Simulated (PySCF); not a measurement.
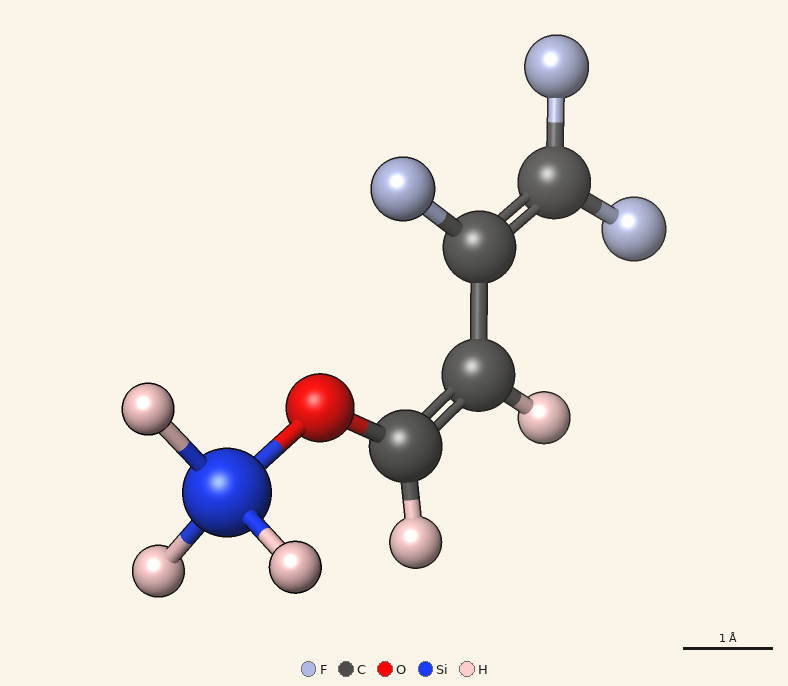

A ball-and-stick model of a molecule. Double and triple bonds are drawn as two and three sticks.

Count the atoms of each element.

Answer. C₄H₅F₃OSi, 14 atoms: 4 carbon, 5 hydrogen, 3 fluorine, 1 oxygen and 1 silicon.

Count the bonded pairs by element.

Answer. 3 C–F, 3 C–C, 3 Si–H, 2 C–H, 1 C–O, 1 O–Si.

Does it have rings?

Answer. It has no ring.

The parts below concern this one geometry. Atoms keep their numbers from picture to picture. The geometry was computed by an optimisation with PBE0-D3(BJ)/def2-SVP. No frequency run is at hand to confirm it as a minimum.

### Shape

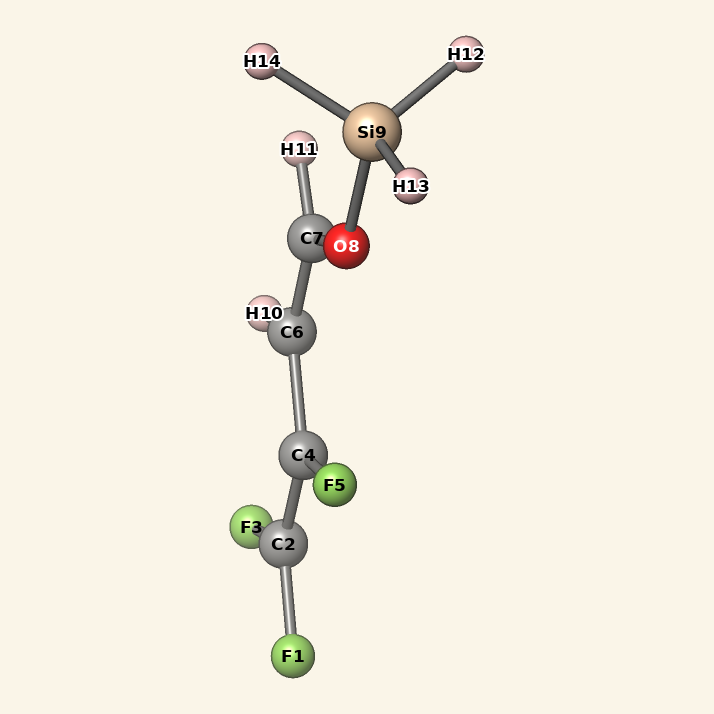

C7 lies behind O8. The molecule seen a little off the O8–C7 bond, O8 in front. Distant atoms are faded towards the background colour. No frequency run is at hand to confirm it as a minimum.

What is the torsion angle Si9–O8–C7–C6? The sign is positive where the front bond must turn clockwise to cover the back bond.

Answer. 180°, antiperiplanar (anti).

### Levels of theory compared

No frequency run is at hand to confirm it as a minimum. Program: PySCF 2.14.0.

Tabulate HOMO–LUMO gap (eV) at these levels: B3LYP/def2-SVPD; B3LYP/def2-SVPD in cyclohexane (IEF-PCM); KT2/pcSseg-1; PBE0/pcSseg-1; PBE0/pcSseg-1 in cyclohexane (IEF-PCM); PBE0/pcSseg-1 in dichloromethane (IEF-PCM).

```
                                     level  HOMO–LUMO gap (eV)
                           B3LYP/def2-SVPD                5.09
  B3LYP/def2-SVPD in cyclohexane (IEF-PCM)                5.11
                              KT2/pcSseg-1                3.63
                             PBE0/pcSseg-1                5.53
    PBE0/pcSseg-1 in cyclohexane (IEF-PCM)                5.55
PBE0/pcSseg-1 in dichloromethane (IEF-PCM)                5.57
```

### Charges

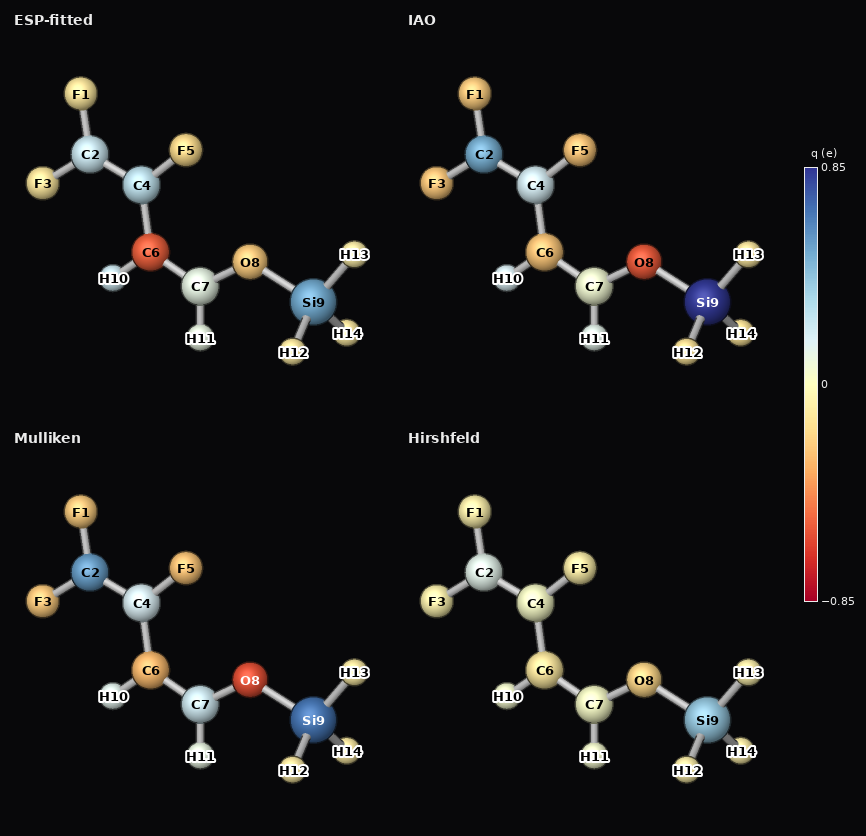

Atomic charges of one calculation by 4 schemes, on one colour scale. No frequency run is at hand to confirm it as a minimum. Computed with PBE0/pcSseg-1 (PySCF 2.14.0).

On which atom do the schemes disagree most?

Answer. On C6 (from −0.54 to −0.11 e); Si9 (from 0.40 to 0.84 e).

List the charges (e), one line for each set of equivalent atoms. Atoms whose distances differ by more than 0.02 Å in this geometry are listed apart.

```json
{"atom": "F1", "ESP-fitted": "−0.12", "IAO": "−0.23", "Mulliken": "−0.23", "Hirshfeld": "−0.06"}
{"atom": "C2", "ESP-fitted": "0.23", "IAO": "0.50", "Mulliken": "0.55", "Hirshfeld": "0.14"}
{"atom": "F3", "ESP-fitted": "−0.12", "IAO": "−0.24", "Mulliken": "−0.23", "Hirshfeld": "−0.06"}
{"atom": "C4", "ESP-fitted": "0.27", "IAO": "0.19", "Mulliken": "0.18", "Hirshfeld": "0.03"}
{"atom": "F5", "ESP-fitted": "−0.18", "IAO": "−0.25", "Mulliken": "−0.26", "Hirshfeld": "−0.08"}
{"atom": "C6", "ESP-fitted": "−0.54", "IAO": "−0.25", "Mulliken": "−0.29", "Hirshfeld": "−0.11"}
{"atom": "C7", "ESP-fitted": "0.12", "IAO": "0.06", "Mulliken": "0.22", "Hirshfeld": "0.03"}
{"atom": "O8", "ESP-fitted": "−0.23", "IAO": "−0.56", "Mulliken": "−0.58", "Hirshfeld": "−0.19"}
{"atom": "Si9", "ESP-fitted": "0.51", "IAO": "0.84", "Mulliken": "0.67", "Hirshfeld": "0.40"}
{"atom": "H10", "ESP-fitted": "0.22", "IAO": "0.17", "Mulliken": "0.14", "Hirshfeld": "0.05"}
{"atom": "H11", "ESP-fitted": "0.11", "IAO": "0.13", "Mulliken": "0.11", "Hirshfeld": "0.05"}
{"atom": "H12", "ESP-fitted": "−0.10", "IAO": "−0.14", "Mulliken": "−0.10", "Hirshfeld": "−0.07"}
{"atom": "H13", "ESP-fitted": "−0.07", "IAO": "−0.11", "Mulliken": "−0.09", "Hirshfeld": "−0.06"}
{"atom": "H14", "ESP-fitted": "−0.10", "IAO": "−0.14", "Mulliken": "−0.10", "Hirshfeld": "−0.07"}
```

### Quadrupole coupling

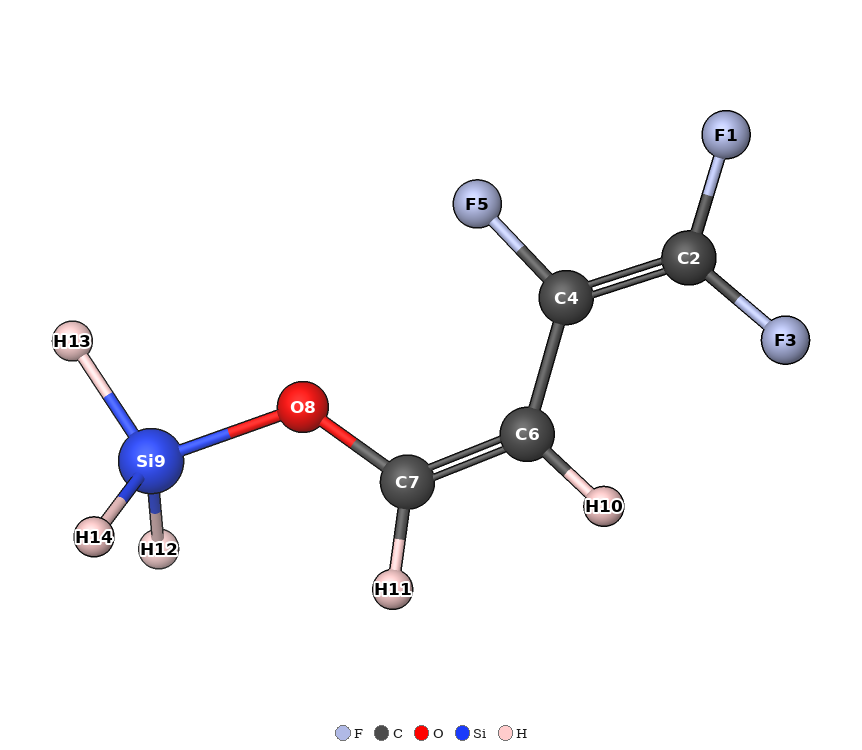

No frequency run is at hand to confirm it as a minimum. Electric field gradients from the ground-state density, PBE0/pcSseg-1 in cyclohexane (IEF-PCM) (PySCF 2.14.0), non-relativistic apart from any core potentials.

Give the largest field-gradient component, the quadrupole coupling constant and the asymmetry for 17O at O8 (Q = −25.6 mb), 2H at H10 (Q = 2.86 mb), 2H at H11 (Q = 2.86 mb), 2H at H12 (Q = 2.86 mb), 2H at H13 (Q = 2.86 mb).

```
atom  V_zz (a.u.)  e²qQ/h (MHz)     η
  O8        1.606         −9.66  0.10
 H10        0.304         0.204  0.13
 H11        0.284         0.191  0.15
 H12        0.136         0.091  0.05
 H13        0.143         0.096  0.03
```

Mulliken values depend strongly on the basis set and can even reverse the polarity of a bond.
